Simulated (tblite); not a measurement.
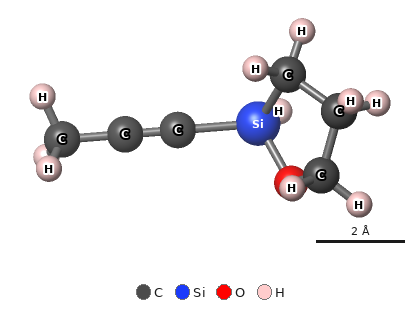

Fig. 1: The starting structure (ball-and-stick view, seen at a tilt).

## C6H10OSi: molecular dynamics

- system: C6H10OSi
- method: GFN2-xTB Langevin dynamics, gas phase (tblite 0.8.0)

## Input
```
{"job": {"kind": "md", "xc": "GFN2-xTB", "basis": "xTB", "temperature": 400, "steps": 2000, "every": 50}, "charge": 0, "multiplicity": 1}
C      3.949067     0.647072    -0.442190
C      2.625399     0.166294    -0.115624
C      1.520467    -0.230524     0.156618
Si    -0.155234    -0.870501     0.590032
C     -1.381252     0.544679     0.963386
C     -2.604563     0.098839     0.164523
C     -2.081182    -0.622363    -1.078920
O     -0.973638    -1.412184    -0.724820
H      4.239370     1.437749     0.249667
H      3.963705     1.041057    -1.458338
H      4.667782    -0.168976    -0.368643
H     -0.104533    -1.954112     1.567065
H     -1.006387     1.494656     0.581127
H     -1.626344     0.692554     2.011678
H     -3.255400     0.927976    -0.115725
H     -3.185017    -0.610591     0.757813
H     -1.765069     0.104500    -1.836643
H     -2.835930    -1.279807    -1.519329
```

The first line tells a small driver script what to run in tblite; the rest is the geometry in Å.

Launch command:
```bash
OMP_NUM_THREADS=1 python <driver script> task.json out
```

## Log
```
t/fs     T/K      E/eV
    0.0   339.3   -645.48065
   25.0   255.2   -644.88343
   50.0   307.2   -644.99540
   75.0   273.2   -645.00117
  100.0   362.6   -644.99158
  125.0   327.6   -644.61967
  150.0   352.6   -644.79570
  175.0   283.4   -644.52243
  200.0   254.9   -644.79015
  225.0   227.2   -644.48177
  250.0   328.0   -644.64400
  275.0   427.6   -644.69400
  300.0   342.2   -644.32362
  325.0   454.9   -644.50843
  350.0   433.3   -644.43127
  375.0   466.2   -644.53491
  400.0   384.7   -644.50545
  425.0   282.7   -644.54371
  450.0   272.9   -644.83485
  475.0   295.2   -644.69628
  500.0   302.1   -644.86691
  525.0   297.6   -644.63864
  550.0   340.4   -644.74170
  575.0   363.4   -644.66985
  600.0   466.3   -644.88493
  625.0   323.3   -644.76401
  650.0   269.2   -644.73502
  675.0   275.1   -644.58891
  700.0   315.7   -644.82972
  725.0   246.1   -644.75538
  750.0   283.8   -644.86328
  775.0   372.1   -644.81191
  800.0   286.5   -644.79400
  825.0   429.9   -644.97770
  850.0   380.7   -644.57159
  875.0   452.6   -644.50901
  900.0   314.7   -644.45036
  925.0   319.4   -644.65626
  950.0   261.2   -644.59396
  975.0   340.9   -644.57505
 1000.0   323.6   -644.83788
```

## Trajectory as extended XYZ (Å, eV, eV/Å), 12 of the 41 frames kept, from step=0 to step=40
```
18
Properties=species:S:1:pos:R:3:forces:R:3 step=0 time_fs=0.0 energy=-645.48065 temperature=339.3
C     3.9491    0.6471   -0.4422   -0.0027  -0.0023   0.0024
C     2.6254    0.1663   -0.1156   -0.0006   0.0002   0.0023
C     1.5205   -0.2305    0.1566    0.0050   0.0018  -0.0011
Si   -0.1552   -0.8705    0.5900    0.0077  -0.0013   0.0001
C    -1.3813    0.5447    0.9634    0.0029   0.0014   0.0040
C    -2.6046    0.0988    0.1645    0.0005   0.0031   0.0002
C    -2.0812   -0.6224   -1.0789    0.0013  -0.0034  -0.0020
O    -0.9736   -1.4122   -0.7248    0.0021  -0.0009   0.0042
H     4.2394    1.4377    0.2497   -0.0027  -0.0012  -0.0059
H     3.9637    1.0411   -1.4583   -0.0013  -0.0022   0.0081
H     4.6678   -0.1690   -0.3686   -0.0031   0.0032  -0.0027
H    -0.1045   -1.9541    1.5671   -0.0014   0.0015  -0.0021
H    -1.0064    1.4947    0.5811    0.0031   0.0021  -0.0013
H    -1.6263    0.6926    2.0117   -0.0005  -0.0038   0.0061
H    -3.2554    0.9280   -0.1157   -0.0035   0.0029  -0.0039
H    -3.1850   -0.6106    0.7578    0.0023   0.0014   0.0026
H    -1.7651    0.1045   -1.8366   -0.0051  -0.0002  -0.0051
H    -2.8359   -1.2798   -1.5193   -0.0040  -0.0022  -0.0061
18
Properties=species:S:1:pos:R:3:forces:R:3 step=4 time_fs=100.0 energy=-644.99158 temperature=362.6
C     3.9760    0.4537    0.2866   -0.2080  -0.7708   0.4891
C     2.6010    0.0321    0.2280    0.7692   0.6392  -0.0299
C     1.4829   -0.3799    0.1855   -0.3813  -0.0471  -0.1574
Si   -0.2225   -0.8927    0.4418   -1.3642  -0.9218   0.9059
C    -1.4649    0.5514    0.6940    0.6358   0.6770   0.8545
C    -2.6721    0.0142    0.0108   -0.5027  -0.4190  -0.5398
C    -2.1741   -0.7025   -1.1912    1.3593  -1.6820  -1.1518
O    -0.9787   -1.5015   -0.8824   -1.0019   1.0392   0.2388
H     4.0690    1.3893    0.8402    0.1020  -0.0928  -0.2581
H     4.3640    0.4950   -0.7232    0.3184   0.2030   0.0275
H     4.4274   -0.3734    0.8582    0.4910   0.4709  -0.2214
H    -0.3248   -1.9045    1.5775    0.0710   0.5181  -0.6314
H    -1.0955    1.4401    0.1009   -0.4293  -0.6168   1.0053
H    -1.7496    0.7999    1.7469    0.6817   0.2093  -0.8885
H    -3.4033    0.7626   -0.2436   -0.2499   0.4604  -0.2476
H    -3.2053   -0.7777    0.5037   -0.1159  -0.1092   1.2236
H    -1.8633   -0.0710   -2.0052    0.0161   0.5125  -0.3918
H    -2.8922   -1.4296   -1.5600   -0.1913  -0.0700  -0.2270
18
Properties=species:S:1:pos:R:3:forces:R:3 step=7 time_fs=175.0 energy=-644.52243 temperature=283.4
C     3.9824    0.3347    0.5462   -0.9026  -3.8055  -0.4540
C     2.5784   -0.2035    0.5483    0.6077   0.1305  -0.8087
C     1.4847   -0.6132    0.1965    1.1382   0.4706   0.8992
Si   -0.2610   -1.0806    0.4851   -1.2394  -0.1229  -0.9009
C    -1.4470    0.4710    0.6346    1.0493   0.1181  -1.7477
C    -2.5837    0.0221   -0.2115   -0.5457  -3.3135  -0.3835
C    -2.1172   -0.9572   -1.3083    1.0188  -0.4568  -1.4380
O    -0.9582   -1.6811   -0.9391    0.0815   0.7456   1.5436
H     3.9796    1.2025    1.0978    0.2803   1.8562   0.9539
H     4.2571    0.4369   -0.5009    0.1548   0.3114   0.1271
H     4.6811   -0.4529    1.0127   -0.9847   1.1417  -0.5490
H    -0.5434   -2.0925    1.5359    0.2032   0.3176  -0.1857
H    -1.1399    1.4491    0.2506    0.7372  -0.2747   0.0171
H    -1.8387    0.6568    1.5697   -0.4157   0.2732   2.2391
H    -3.1748    0.6913   -0.7744   -0.8075   1.1802   0.2526
H    -3.1847   -0.7220    0.4121    0.0810   1.4114  -0.4380
H    -1.8074   -0.5438   -2.3336   -0.7999   0.0836   1.2482
H    -2.9529   -1.6593   -1.4509    0.3435  -0.0668  -0.3751
18
Properties=species:S:1:pos:R:3:forces:R:3 step=11 time_fs=275.0 energy=-644.69400 temperature=427.6
C     3.9691    0.2806    0.5408   -1.8477  -2.9093  -0.6944
C     2.5592   -0.2655    0.5513    1.9876   0.9884  -0.3424
C     1.4781   -0.7832    0.4822   -0.1800   0.0651  -0.0819
Si   -0.2942   -1.2397    0.5739   -0.4893  -0.4424   1.8418
C    -1.3409    0.4060    0.7097   -1.0398  -0.9219  -1.5072
C    -2.3724    0.0323   -0.4080   -0.7993  -0.8517   0.6852
C    -1.7649   -0.8958   -1.4219   -0.9366  -1.6098  -0.0404
O    -1.0217   -1.8670   -0.7388    0.1941  -0.5304   0.4707
H     4.0206    1.0904    1.1917    0.3754   0.8698   1.3858
H     4.2441    0.6242   -0.4319   -0.0646   0.1589  -0.7985
H     4.5726   -0.6310    0.7436    0.0323   0.9726   0.3625
H    -0.5362   -2.2902    1.7091    0.1710   0.9209  -1.0071
H    -0.8954    1.3850    0.4783    0.0826  -0.5974   0.3165
H    -2.0238    0.4537    1.5444    0.6792   0.3792   0.7485
H    -2.8245    0.8357   -0.9326   -0.2882   1.0927  -0.2577
H    -3.2145   -0.5372    0.0807    0.6961   0.4269  -0.3561
H    -1.0384   -0.4385   -2.0117    0.8188   1.3382  -1.4743
H    -2.5120   -1.4403   -2.0838    0.6084   0.6501   0.7489
18
Properties=species:S:1:pos:R:3:forces:R:3 step=15 time_fs=375.0 energy=-644.53491 temperature=466.2
C     4.1569   -0.1288    0.5644    1.0050  -0.6592   1.7920
C     2.7759   -0.5220    0.6094    1.0584  -0.0103  -0.1853
C     1.7630   -1.1614    0.6233   -2.3147  -0.2814   0.0821
Si   -0.1219   -1.3446    0.7366    1.2023   0.3309   0.9479
C    -0.7853    0.4970    0.3774    0.9165  -1.2151   1.6837
C    -1.9382    0.0326   -0.4897   -1.1576   1.7673  -0.2339
C    -1.5691   -1.1543   -1.2848    2.4714  -0.7951  -2.1931
O    -0.8498   -2.0935   -0.5094    0.1861   0.7712   0.0066
H     4.4692    0.1551    1.6450   -0.1932  -0.7668  -1.4973
H     4.3038    0.7678    0.0147    0.0974   0.5608  -0.7801
H     4.7775   -0.9859    0.1517   -0.5540   1.1359   0.6147
H    -0.5261   -2.1958    1.8992    0.1531   0.5357  -0.3881
H     0.0824    1.0974    0.0285   -0.9482  -0.4752  -0.8307
H    -1.0819    1.0779    1.2723   -0.3211  -0.5749  -0.3889
H    -2.3537    0.8453   -1.1101    0.2932  -0.1643  -0.1860
H    -2.8187   -0.3134    0.0800    0.5302   0.3368   0.5559
H    -0.9672   -0.9543   -2.2709   -0.4506   0.1558   1.6031
H    -2.3634   -1.7289   -1.6343   -1.9742  -0.6521  -0.6026
18
Properties=species:S:1:pos:R:3:forces:R:3 step=18 time_fs=450.0 energy=-644.83485 temperature=272.9
C     4.4565   -0.6393    0.7304   -0.0489   2.6364   0.8391
C     3.0348   -0.8386    0.7031   -1.3989  -0.8050  -0.3927
C     1.8538   -1.1241    0.5999    0.4268   0.5339   0.0903
Si   -0.0197   -1.2314    0.7163    0.4860  -1.8013   0.2587
C    -0.9899    0.3270    0.4942    0.5497   1.4621   0.4774
C    -1.9971    0.0501   -0.5954   -1.3628   0.4725  -0.3351
C    -1.7285   -1.2875   -1.2631   -0.7093  -1.6952   0.7913
O    -0.8451   -2.0404   -0.4744    0.6799  -0.1308   0.4722
H     4.8733   -0.8990    1.6986   -0.0783  -0.0310   0.2290
H     4.6346    0.4951    0.5809   -0.1340  -1.5031   0.2108
H     5.0149   -1.1428   -0.0020    0.3451  -0.7622  -1.1064
H    -0.3650   -1.9393    1.9762    0.1546   0.0997  -0.2860
H    -0.2813    1.1415    0.2484   -0.5070  -0.1698  -0.1733
H    -1.4677    0.6548    1.4169   -0.0830  -0.0248  -0.0613
H    -1.9368    0.8952   -1.3350   -0.6725  -0.8759   0.5555
H    -3.0130   -0.1147   -0.1393    0.7452   0.9423  -0.4366
H    -1.3147   -1.2307   -2.2148    1.1218   0.6075  -1.8719
H    -2.6202   -1.9795   -1.4596    0.4858   1.0446   0.7390
18
Properties=species:S:1:pos:R:3:forces:R:3 step=22 time_fs=550.0 energy=-644.74170 temperature=340.4
C     4.3768   -0.7696    0.7720    0.4780   1.2048   0.1598
C     2.9221   -0.8183    0.7245   -0.6396  -0.3123  -0.5172
C     1.7256   -0.9348    0.5059    2.5344   0.3324   0.3890
Si   -0.0712   -1.1124    0.5803   -0.8067  -0.0668   1.1887
C    -1.0860    0.5209    0.3454    0.5781  -0.3775   0.4399
C    -2.3065   -0.0898   -0.2950   -0.6945   0.2077  -2.7649
C    -1.6945   -1.0531   -1.3782   -0.9540  -0.6238  -0.2680
O    -0.6059   -1.7550   -0.8311   -0.2989  -0.1153   0.5142
H     4.8602   -1.5540    1.3230   -0.3115  -0.6482   0.3781
H     4.7928    0.1643    1.1939   -0.7423  -0.0577   0.3505
H     4.8629   -0.7416   -0.1897   -0.3702  -0.3999  -0.8541
H    -0.3304   -1.8400    1.9253   -0.1216   0.3757  -1.0903
H    -0.4153    1.1399   -0.2808   -0.8543  -0.2095  -0.3217
H    -1.3890    1.1734    1.1426    0.1163  -0.0480   0.7037
H    -2.9596    0.6157   -0.8999    0.6868  -0.2792   0.7108
H    -3.0260   -0.6045    0.3760    0.9576   0.1138  -0.1310
H    -1.2438   -0.4828   -2.2372   -0.8234  -0.2869   0.5738
H    -2.4831   -1.8202   -1.7727    1.2657   1.1906   0.5387
18
Properties=species:S:1:pos:R:3:forces:R:3 step=25 time_fs=625.0 energy=-644.76401 temperature=323.3
C     4.3944   -0.5855    0.6420    0.6042  -0.0980  -0.5714
C     2.9965   -0.7748    0.4795   -2.4376   0.3892   0.1230
C     1.7813   -0.8609    0.4806    0.3409  -0.2654  -0.1165
Si   -0.0479   -1.2800    0.5590    0.4360  -0.0393   1.0814
C    -1.2472    0.1443    0.8594   -0.1853   2.1999   0.0767
C    -2.2955    0.0050   -0.2390   -0.8948  -1.1725  -0.4823
C    -1.9488   -1.1445   -1.2496    1.7187   1.2121   1.1417
O    -0.7493   -1.7655   -0.7951   -0.7761  -0.5415  -1.6074
H     4.7074   -1.4834    1.1253    0.7591  -0.8478   0.1402
H     4.6715    0.2084    1.3094   -0.1886   0.6697   0.1749
H     4.8945   -0.4442   -0.3249   -0.0571  -0.1152   0.2599
H    -0.5223   -2.3249    1.5042    0.6069   0.0630   0.0903
H    -0.8822    1.1684    0.5740    0.5323  -0.8286   1.0587
H    -1.6583    0.2107    1.9182    0.3253  -0.1233  -1.4672
H    -2.4412    0.8820   -0.8421    0.2772   0.6882  -0.0796
H    -3.2710   -0.1826    0.1714   -0.5387  -0.3864   0.3945
H    -1.7298   -0.7118   -2.2196    0.0615   0.0554  -0.3357
H    -2.7353   -1.8462   -1.3590   -0.5837  -0.8596   0.1188
18
Properties=species:S:1:pos:R:3:forces:R:3 step=29 time_fs=725.0 energy=-644.75538 temperature=246.1
C     4.2004   -0.5351    0.1935    1.4829  -2.1471  -0.6733
C     2.7852   -0.8606    0.2724    1.7583   1.2874   0.0440
C     1.6207   -0.9053    0.5414   -1.6253  -0.7398   0.0861
Si   -0.1396   -1.4826    0.6762   -0.3065  -0.3865  -0.9863
C    -1.3278   -0.1016    1.1343    0.0079  -0.0606   1.1988
C    -2.1823    0.1011   -0.1025   -0.0864   0.8055   0.2855
C    -1.9963   -1.0441   -1.0875   -0.6551   0.1304   1.9389
O    -0.7635   -1.5802   -0.8640    1.6931  -0.8741  -0.2683
H     4.6922   -1.4928    0.5816   -0.3003   0.8894  -0.4564
H     4.6275    0.2335    0.8469   -0.7700   0.1516  -0.3715
H     4.6052   -0.4422   -0.8769   -0.8535   0.1768   1.4257
H    -0.5788   -2.7289    1.3634    0.5105   0.2309  -0.0796
H    -0.7563    0.7967    1.4075   -0.5753  -0.1024   0.0387
H    -1.9213   -0.4359    2.0077    0.1375   0.5104  -0.3808
H    -1.7702    0.9348   -0.6211    0.0660   1.1499  -0.2519
H    -3.2290    0.2890    0.1541    0.1267  -0.0462  -0.2043
H    -2.1677   -0.7244   -2.0790    0.2134   0.2382  -1.2332
H    -2.7465   -1.7460   -0.8086   -0.8240  -1.2139  -0.1122
18
Properties=species:S:1:pos:R:3:forces:R:3 step=33 time_fs=825.0 energy=-644.97770 temperature=429.9
C     4.1374   -0.5241   -0.1442    0.7472  -1.8834   1.0778
C     2.7269   -0.7282    0.1317   -0.1703   0.5794  -0.5226
C     1.5221   -0.8132    0.2383    0.8384  -0.3440  -0.0633
Si   -0.1240   -1.5695    0.5618    0.3861   0.5652   1.1849
C    -1.2342   -0.1534    1.2563   -0.3777  -0.6492   0.1099
C    -1.8139    0.3021   -0.0705    0.8742  -0.4293  -0.2480
C    -1.9691   -0.9136   -0.9860   -1.4546  -0.1232  -0.3033
O    -1.0095   -1.9294   -0.7382   -0.9559   0.8642  -0.3513
H     4.6862   -0.6111    0.8389   -0.4212   0.1896  -0.8211
H     4.4646    0.3767   -0.6261   -0.3839   0.3998  -0.2154
H     4.4755   -1.4159   -0.7473   -0.2414   0.8731   0.3672
H    -0.0929   -2.7646    1.3822    0.0584  -0.1442   0.0289
H    -0.8965    0.6704    1.8980    0.2498  -0.3366  -0.4958
H    -2.0103   -0.6639    1.8289   -0.2134   0.0799   0.0965
H    -1.0819    0.9008   -0.5617    0.7193   0.8868  -0.2115
H    -2.7226    0.8581   -0.0371   -0.7531   0.3197   0.2525
H    -1.8839   -0.5759   -2.0528   -0.2028  -0.5318   0.7166
H    -3.0371   -1.2681   -0.7721    1.3009  -0.3160  -0.6020
18
Properties=species:S:1:pos:R:3:forces:R:3 step=36 time_fs=900.0 energy=-644.45036 temperature=314.7
C     4.1295   -0.2142   -0.1119   -0.5433  -0.4265   0.8284
C     2.8498   -0.8945    0.0471    1.7727   0.6672  -0.3282
C     1.7416   -1.2322    0.3167   -3.6849  -0.7852   0.3653
Si   -0.1570   -1.5992    0.6249    1.2651  -1.3911   0.7764
C    -1.2183   -0.1629    1.3240   -0.5670  -1.5159   0.3174
C    -1.8592    0.2424    0.0189   -2.4488  -0.9470  -0.7829
C    -2.0915   -0.9784   -0.9829    0.5047   0.0801   2.0979
O    -1.1271   -1.9867   -0.6821    0.4182   0.9863   0.4672
H     4.1312    0.4766    0.7375   -0.1487   1.0026  -0.8522
H     4.2539    0.0889   -1.1448   -0.0883   0.7139   0.2622
H     4.9923   -0.7740    0.1624    0.5816  -1.3032  -0.1463
H    -0.3097   -2.7806    1.6400    0.2515   0.8293  -0.9570
H    -0.7825    0.7111    1.7230    0.8941   0.6636   0.5014
H    -1.9030   -0.5529    2.1776    0.6486   0.5119  -1.7122
H    -1.2520    0.9477   -0.5135    0.2780   0.4694   0.0024
H    -2.8820    0.6289    0.1843    0.4464   0.4140  -0.1198
H    -1.9805   -0.6204   -1.9920   -0.0140  -0.1427  -0.4400
H    -3.0916   -1.4206   -0.8001    0.4340   0.1733  -0.2800
18
Properties=species:S:1:pos:R:3:forces:R:3 step=40 time_fs=1000.0 energy=-644.83788 temperature=323.6
C     4.1031   -0.3021   -0.2577   -1.5774   0.4161   0.1324
C     2.6610   -0.6622   -0.1431    1.8379  -0.0886   0.3861
C     1.5960   -0.9937    0.3095   -0.3522  -0.6523  -0.3378
Si   -0.0586   -1.7510    0.6688   -0.4463   1.1336  -0.2415
C    -1.0954   -0.1426    0.9787    0.1052  -1.3257   0.5345
C    -1.8593    0.0349   -0.2949    0.2327  -0.2778  -1.0784
C    -2.1284   -1.3324   -0.8435   -0.9214  -2.0575   0.1291
O    -0.9940   -2.1468   -0.6205    0.1626  -0.3649   0.3177
H     4.1789    0.6703    0.2682    0.2992  -0.2077  -0.9331
H     4.4362   -0.3817   -1.2947   -0.1339   0.6662   0.1898
H     4.7158   -0.9772    0.3018    0.1099  -0.6761   0.4460
H    -0.1040   -2.8544    1.6205    0.0868   0.0961  -0.0309
H    -0.5567    0.7387    1.1490    0.9690   1.1158   0.4868
H    -1.7120   -0.3181    1.8433   -0.6306   0.0951   0.2428
H    -1.1836    0.4087   -1.0515    0.2369   0.9605  -0.0394
H    -2.7403    0.6432   -0.1906   -0.3359   0.2028  -0.1138
H    -2.3045   -1.5332   -1.9060   -0.1594   0.9914  -0.1367
H    -3.0233   -1.7741   -0.3360    0.5169  -0.0269   0.0464
```

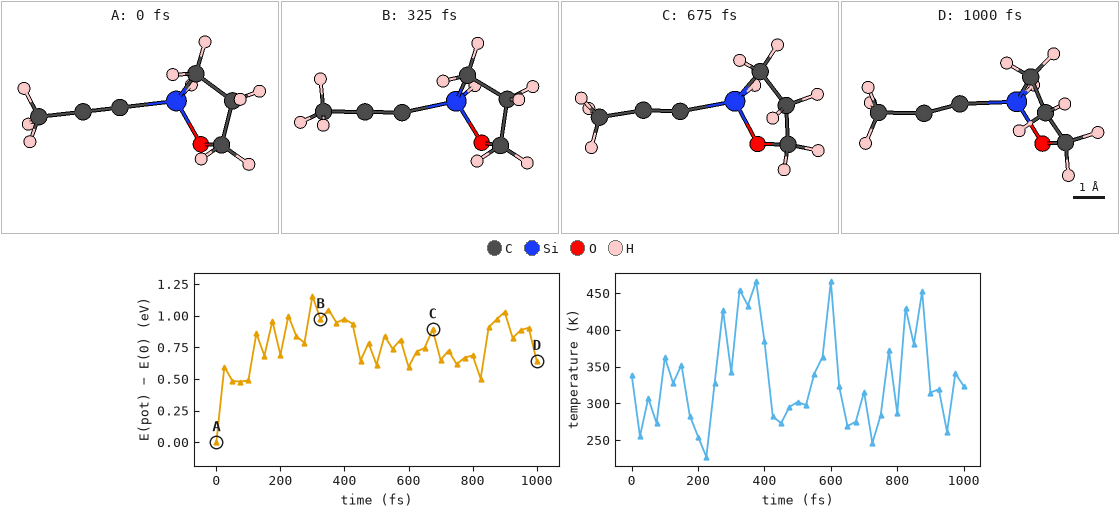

Fig. 2: Frames of the molecular dynamics (ball-and-stick, seen at a tilt) above the curves, on which the letters mark them. The trajectory kept here has 41 frames over 1000 fs. The temperature starts at 339 K, ranges from 227 to 466 K and averages 332 K over the second half. The potential energy ends 0.643 eV above its first value. After an unweighted best fit of the last frame on the first, the root-mean-square displacement is 0.84 Å, and H15 has moved furthest (1.83 Å).

## Results in brief

- outcome: finished
- mean temperature over the second half: 332 K
- trajectory: 41 frames kept, 1000 fs
- hardware: 1 CPU thread, shared host
- wall time: 49 s
- peak memory: 0.18 GiB
